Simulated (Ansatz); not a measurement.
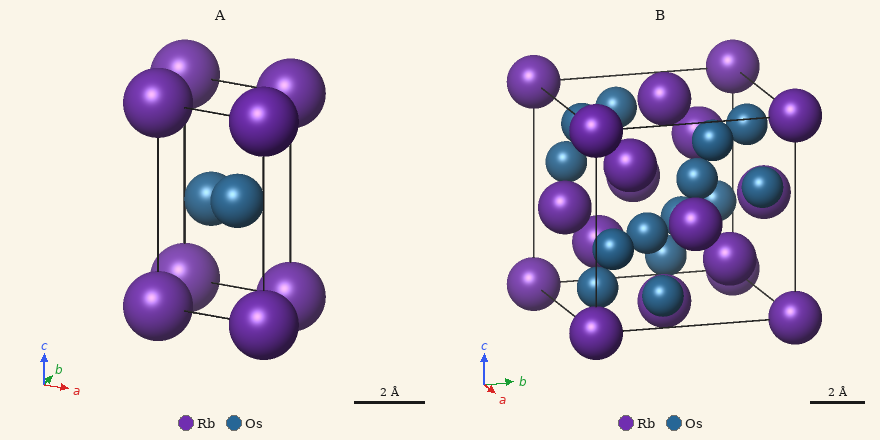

Two structures of RbOs$_{2}$, each relaxed to rest (conventional cells in solid outline, small ones repeated, not to one scale). Method: DFT PBE, scalar-relativistic, plane waves, PAW (Ansatz), without spin polarisation.

State the structure in each panel.

Answer. A: 3 atoms a cell on a primitive hexagonal lattice, P-3m1. B: cubic Laves phase (C15, MgCu₂ type), Fd-3m.

Compare their energies: which is lower?

Answer. A is lower, by 547 meV/atom at this level of theory (energies at zero smearing). Volumes: A 28.3, B 20.1 Å³/atom.

One or both may be structure types tried for this composition rather than known phases.
